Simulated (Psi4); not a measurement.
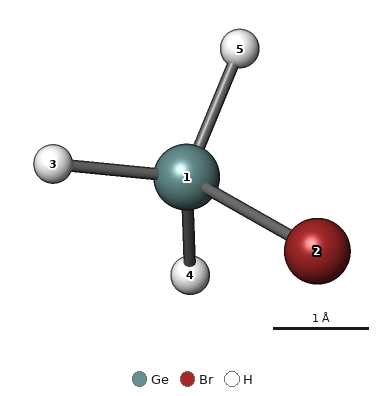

The structure as given in the input (ball-and-stick view, seen at a tilt; atoms are numbered from 1 in the order of the input). Sticks mark near contacts.

Property calculation, with input and output: GeH3Br

GeH3Br, SMILES [GeH3][Br], computed with PBE/def2-TZVP, RKS (Psi4 1.11).

The geometry comes from this level: PBE0-D4/def2-TZVP.

## Output
```
Psi4 1.11 release

   => Loading Basis Set <=

    Name: DEF2-TZVP
    Role: ORBITAL
    Keyword: BASIS

         ---------------------------------------------------------
                                   SCF
                              RKS Reference
                        1 Threads,   1525 MiB Core
         ---------------------------------------------------------

  ==> Geometry <==

    Molecular point group: c1
    Full point group: C1

    Geometry (in Angstrom), charge = 0, multiplicity = 1:

       Center              X                  Y                   Z               Mass
    ------------   -----------------  -----------------  -----------------  -----------------
         GE           0.848012926422     0.083510168036    -0.787674471425    73.921177761000
         BR          -0.839477073578    -0.082669831964     0.779745528575    78.918337600000
         H            0.837182926422     1.522010168036    -1.313624471425     1.007825032230
         H            0.536742926422    -0.926109831964    -1.896614471425     1.007825032230
         H            2.162422926422    -0.247629831964    -0.074454471425     1.007825032230

  Running in c1 symmetry.

  Rotational constants: A =      2.60402  B =      0.07849  C =      0.07849 [cm^-1]
  Rotational constants: A =  78066.52395  B =   2353.03063  C =   2353.03058 [MHz]
  Nuclear repulsion =  308.239791612824945

  Charge       = 0
  Multiplicity = 1
  Electrons    = 70
  Nalpha       = 35
  Nbeta        = 35

  ==> Algorithm <==

  SCF Algorithm Type is PK.
  DIIS enabled.
  MOM disabled.
  Fractional occupation disabled.
  Guess Type is SAD.
  Energy threshold   = 1.00e-06
  Density threshold  = 1.00e-06
  Integral threshold = 1.00e-12

  ==> Primary Basis <==

  Basis Set: DEF2-TZVP
    Blend: DEF2-TZVP
    Number of shells: 44
    Number of basis functions: 114
    Number of Cartesian functions: 128
    Spherical Harmonics?: true
    Max angular momentum: 3

  ==> DFT Potential <==

   => LibXC <=

    Version 7.1.2

   => Composite Functional: PBE <=

    PBE GGA Exchange-Correlation Functional

    Deriv               =              1
    GGA                 =           TRUE
    Meta                =          FALSE

    Exchange Hybrid     =          FALSE
    MP2 Hybrid          =          FALSE

   => Exchange Functionals <=

    1.0000     XC_GGA_X_PBE

   => Correlation Functionals <=

    1.0000     XC_GGA_C_PBE

   => LibXC Density Thresholds  <==

    XC_GGA_C_PBE:  1.00E-12
    XC_GGA_X_PBE:  1.00E-15

   => Molecular Quadrature <=

    Radial Scheme          =       TREUTLER
    Pruning Scheme         =           NONE
    Nuclear Scheme         =       TREUTLER

    Blocking Scheme        =         OCTREE
    BS radius alpha        =              1
    Pruning alpha          =              1
    Radial Points          =             75
    Spherical Points       =            302
    Total Points           =         107440
    Total Blocks           =            860
    Max Points             =            256
    Max Functions          =            113
    Weights Tolerance      =       1.00E-15

  ==> Integral Setup <==

  Using in-core PK algorithm.
   Calculation information:
      Number of atoms:                   5
      Number of AO shells:              44
      Number of primitives:             95
      Number of atomic orbitals:       128
      Number of basis functions:       114

      Integral cutoff                 1.00e-12
      Number of threads:                 1

  Performing in-core PK
  Using 42974580 doubles for integral storage.
  We computed 427383 shell quartets total.
  Whereas there are 490545 unique shell quartets.

  ==> DiskJK: Disk-Based J/K Matrices <==

    J tasked:                  Yes
    K tasked:                   No
    wK tasked:                  No
    Memory [MiB]:             1029
    Schwarz Cutoff:          1E-12

  Cached 33.4% of DFT collocation blocks in 0.091 [GiB].

  Minimum eigenvalue in the overlap matrix is 7.7467120492E-03.
  Reciprocal condition number of the overlap matrix is 1.6280268714E-03.
    Using symmetric orthogonalization.

  ==> Pre-Iterations <==

  SCF Guess: Superposition of Atomic Densities via on-the-fly atomic UHF (no occupation information).

   -------------------------
    Irrep   Nso     Nmo
   -------------------------
     A        114     114
   -------------------------
    Total     114     114
   -------------------------

  ==> Iterations <==

                        Total Energy        Delta E     RMS |[F,P]|

   @RKS iter SAD: -4647.88665841958846   -4.64789e+03   0.00000e+00
   @RKS iter   1: -4650.15798380792330   -2.27133e+00   3.15492e-02 DIIS/ADIIS
   @RKS iter   2: -4622.73691538697221    2.74211e+01   1.16552e-01 ADIIS
   @RKS iter   3: -4650.75898929738287   -2.80221e+01   2.93955e-02 DIIS/ADIIS
   @RKS iter   4: -4652.26696550391080   -1.50798e+00   1.48262e-03 DIIS/ADIIS
   @RKS iter   5: -4652.26429097209348    2.67453e-03   1.62380e-03 DIIS/ADIIS
   @RKS iter   6: -4652.28074733872563   -1.64564e-02   2.07407e-04 DIIS/ADIIS
   @RKS iter   7: -4652.28103925537289   -2.91917e-04   4.65451e-05 DIIS
   @RKS iter   8: -4652.28105681591023   -1.75605e-05   9.00947e-06 DIIS
   @RKS iter   9: -4652.28105746640358   -6.50493e-07   1.02234e-06 DIIS
   @RKS iter  10: -4652.28105747636346   -9.95988e-09   3.12012e-07 DIIS
  Energy and wave function converged.

  ==> Post-Iterations <==

   Electrons on quadrature grid:
      Ntotal   =   70.0000047398 ; deviation = 4.740e-06

    Orbital Energies [Eh]
    ---------------------

    Doubly Occupied:

       1A   -481.002869     2A   -397.088450     3A    -61.808207
       4A    -55.721807     5A    -55.718809     6A    -55.718809
       7A    -49.195742     8A    -43.809859     9A    -43.808180
      10A    -43.808180    11A     -8.403527    12A     -6.279156
      13A     -6.270135    14A     -6.270135    15A     -6.000145
      16A     -4.218669    17A     -4.213565    18A     -4.213565
      19A     -2.481308    20A     -2.478924    21A     -2.478924
      22A     -2.472241    23A     -2.472213    24A     -1.124320
      25A     -1.121960    26A     -1.121959    27A     -1.118475
      28A     -1.118468    29A     -0.703934    30A     -0.517710
      31A     -0.336289    32A     -0.336287    33A     -0.326756
      34A     -0.256744    35A     -0.256744

    Virtual:

      36A     -0.055759    37A     -0.009784    38A      0.016614
      39A      0.016617    40A      0.134153    41A      0.134155
      42A      0.144233    43A      0.161099    44A      0.166016
      45A      0.166018    46A      0.220230    47A      0.236097
      48A      0.236098    49A      0.265861    50A      0.265861
      51A      0.362537    52A      0.362540    53A      0.384573
      54A      0.407687    55A      0.410607    56A      0.410608
      57A      0.485761    58A      0.509267    59A      0.509272
      60A      0.801212    61A      0.801212    62A      0.825135
      63A      0.827044    64A      0.909189    65A      0.909190
      66A      0.921486    67A      0.952749    68A      0.952751
      69A      1.070181    70A      1.097734    71A      1.097736
      72A      1.142780    73A      1.291874    74A      1.291892
      75A      1.353128    76A      1.353131    77A      1.412396
      78A      1.458913    79A      1.462519    80A      1.477073
      81A      1.477074    82A      1.544929    83A      1.544929
      84A      1.583907    85A      1.686962    86A      1.686969
      87A      1.758800    88A      1.758802    89A      1.769230
      90A      1.872732    91A      1.872738    92A      1.918123
      93A      1.930780    94A      2.228784    95A      2.228792
      96A      2.272580    97A      2.363010    98A      2.503590
      99A      2.503598   100A      2.591875   101A      2.591876
     102A      2.707269   103A      2.812453   104A      2.812462
     105A      3.854775   106A      3.899268   107A      3.899340
     108A      3.980266   109A      3.980266   110A      4.195684
     111A      4.195689   112A      4.514265   113A      5.399865
     114A      7.298244

    Final Occupation by Irrep:
              A
    DOCC [    35 ]
    NA   [    35 ]
    NB   [    35 ]

  @RKS Final Energy: -4652.28105747636346

   => Energetics <=

    Nuclear Repulsion Energy =            308.2397916128249449
    One-Electron Energy =               -7093.2334419461167272
    Two-Electron Energy =                2303.4376787397154658
    DFT Exchange-Correlation Energy =    -170.7250858827877096
    Empirical Dispersion Energy =           0.0000000000000000
    VV10 Nonlocal Energy =                  0.0000000000000000
    Total Energy =                      -4652.2810574763634577

Computation Completed

Properties will be evaluated at   0.000000,   0.000000,   0.000000 [a0]

Properties computed using the SCF density matrix

 Multipole Moments:

 ------------------------------------------------------------------------------------
     Multipole            Electronic (a.u.)      Nuclear  (a.u.)        Total (a.u.)
 ------------------------------------------------------------------------------------

 L = 1.  Multiply by 2.5417464519 to convert [e a0] to [Debye]
 Dipole X            :         -1.9281018            2.4397590            0.5116572
 Dipole Y            :         -0.1899039            0.2402820            0.0503781
 Dipole Z            :          1.7908676           -2.2661274           -0.4752598
 Magnitude           :                                                    0.7001450

 ------------------------------------------------------------------------------------

	total time  =         14 seconds =       0.23 minutes

Properties will be evaluated at   0.000000,   0.000000,   0.000000 [a0]

Properties computed using the PBE density matrix

 Multipole Moments:

 ------------------------------------------------------------------------------------
     Multipole            Electronic (a.u.)      Nuclear  (a.u.)        Total (a.u.)
 ------------------------------------------------------------------------------------

 L = 1.  Multiply by 2.5417464519 to convert [e a0] to [Debye]
 Dipole X            :         -1.9281018            2.4397590            0.5116572
 Dipole Y            :         -0.1899039            0.2402820            0.0503781
 Dipole Z            :          1.7908676           -2.2661274           -0.4752598
 Magnitude           :                                                    0.7001450

 L = 2.  Multiply by 1.3450342976 to convert [e a0^2] to [Debye ang]
 Quadrupole XX       :       -218.0019895          190.4889264          -27.5130632
 Quadrupole XY       :        -17.5548462           17.6295759            0.0747298
 Quadrupole XZ       :        165.5768777         -166.2818058           -0.7049281
 Quadrupole YY       :        -41.4699681           13.2053756          -28.2645925
 Quadrupole YZ       :         16.3057681          -16.3751604           -0.0693924
 Quadrupole ZZ       :       -193.5366849          165.9195341          -27.6171507
 Traceless XX        :        -66.9991087           67.2843143            0.2852056
 Traceless YY        :        109.5329127         -109.9992364           -0.4663237
 Traceless ZZ        :        -42.5338040           42.7149221            0.1811181

 ------------------------------------------------------------------------------------
  Mulliken Charges: (a.u.)
   Center  Symbol    Alpha    Beta     Spin     Total
       1    GE    15.89436 15.89436  0.00000  0.21128
       2    BR    17.64379 17.64379  0.00000 -0.28759
       3     H     0.48728  0.48728  0.00000  0.02544
       4     H     0.48728  0.48728  0.00000  0.02544
       5     H     0.48728  0.48728  0.00000  0.02543

   Total alpha = 35.00000, Total beta = 35.00000, Total charge =  0.00000

  Lowdin Charges: (a.u.)
   Center  Symbol    Alpha    Beta     Spin     Total
       1    GE    15.94572 15.94572  0.00000  0.10856
       2    BR    17.47411 17.47411  0.00000  0.05178
       3     H     0.52672  0.52672  0.00000 -0.05345
       4     H     0.52672  0.52672  0.00000 -0.05345
       5     H     0.52672  0.52672  0.00000 -0.05345

  Total alpha = 35.00000, Total beta = 35.00000, Total charge =  0.00000

    Psi4 run time: 0:00:14.48
```

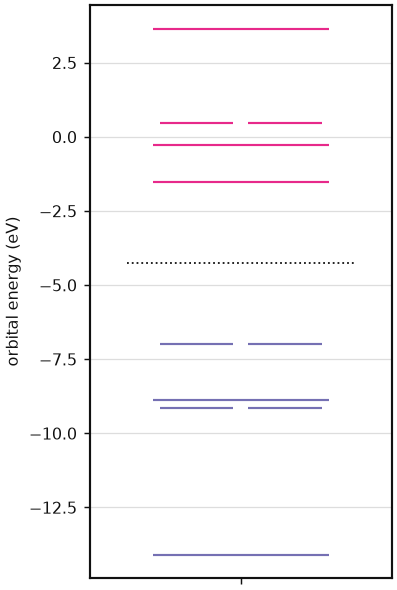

Orbital energies near the frontier; the dotted line parts filled from empty levels, and levels within 0.02 eV of each other stand side by side. Highest filled −6.99 eV, lowest empty −1.52 eV, 5.47 eV apart.

The run was set up as follows.

## The input (job.in)
```
memory 1600 mb

molecule mol {
  0 1
  Ge     0.139040     0.013690    -0.129150
  Br    -1.548450    -0.152490     1.438270
  H      0.128210     1.452190    -0.655100
  H     -0.172230    -0.995930    -1.238090
  H      1.453450    -0.317450     0.584070
  symmetry c1
}

set puream true
set scf_type pk
set dft_radial_points 75
set dft_spherical_points 302

E, wfn = energy('pbe/def2-TZVP', return_wfn=True)
oeprop(wfn, 'DIPOLE', 'QUADRUPOLE', 'MULLIKEN_CHARGES', 'LOWDIN_CHARGES', title='PBE')
```

Launched with:
```bash
psi4 -i job.in -o job.out -n 1
```

## Summary

- outcome: converged
- total energy: −4652.281057 hartree
- basis functions: 114
- HOMO: −6.99 eV
- LUMO: −1.52 eV
- dipole moment: 1.78 D
- hardware: 1 thread of Intel Xeon @ 2.70GHz, 189 GiB of memory available, shared host
- wall time: 17 s
- peak memory: 0.67 GiB
